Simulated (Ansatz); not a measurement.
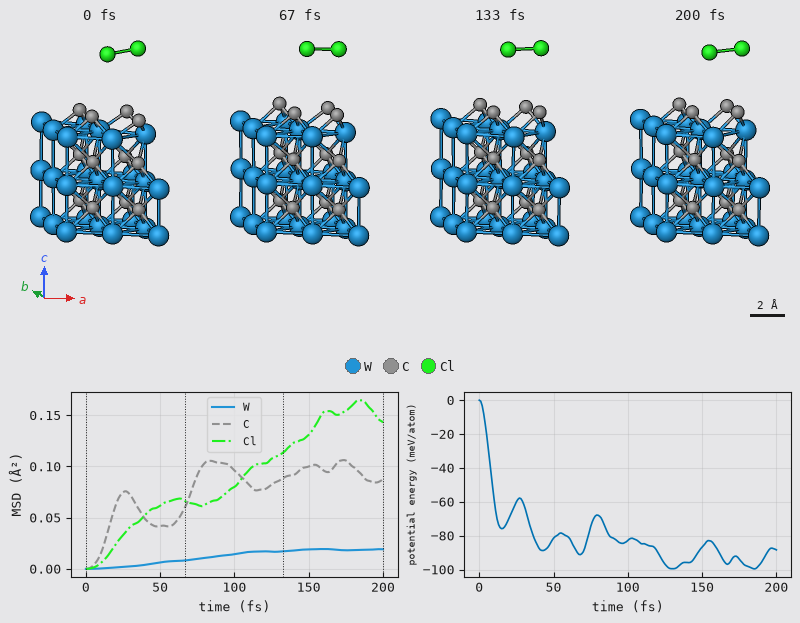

First-principles dynamics of Cl2 on WC(001) (26 atoms in the cell), 200 fs long. It starts from the last geometry of an earlier run, with fresh velocities. Frames and the history of the run. A ball-and-stick model of the simulation cell, with the vacuum cut short, seen slightly off an axis. Bonds to atoms that aren't drawn are left out.

These are results of Ansatz, DFT r2SCAN, scalar-relativistic, plane waves, PAW, not measurements. Run with plane-wave cutoff 150 eV; k-point mesh 2 × 2 × 1; Fermi-Dirac smearing 0.1 eV; low-accuracy preset; 8 atoms held fixed; Langevin thermostat (NVT); set temperature 450 K; time step 1 fs; friction 0.05 per fs.

Q: What happens in this trajectory?

A: The mean temperature in the second half is 411 K (standard deviation 64 K). The temperature is still falling (507 K in the second quarter, 368 K in the last), so the run isn't equilibrated. The potential energy in the second half lies on average 91.5 meV per atom below the first frame. In the second half of the run the atoms are, in the root-mean-square, this far from where they began (common drift taken out): Cl 0.36 Å, C 0.30 Å, W 0.13 Å. Against the typical shortest distance between atoms in the first frame, about 2.1 Å these are wide excursions, but the first-neighbour bonds of the start all hold: the network flexes, or its layers or units shift against each other, without breaking. The plane-wave cutoff is below what these potentials need, so energies and forces are off.

Limits of the set-up: the k-point mesh is coarse for a cell with partly filled bands; the cutoff lies below the recommended one; the program's low-accuracy preset was used; the periodic images lie only 5.7 Å apart, so the values are limited by the cell's size.

PAW datasets: the set soft_1.
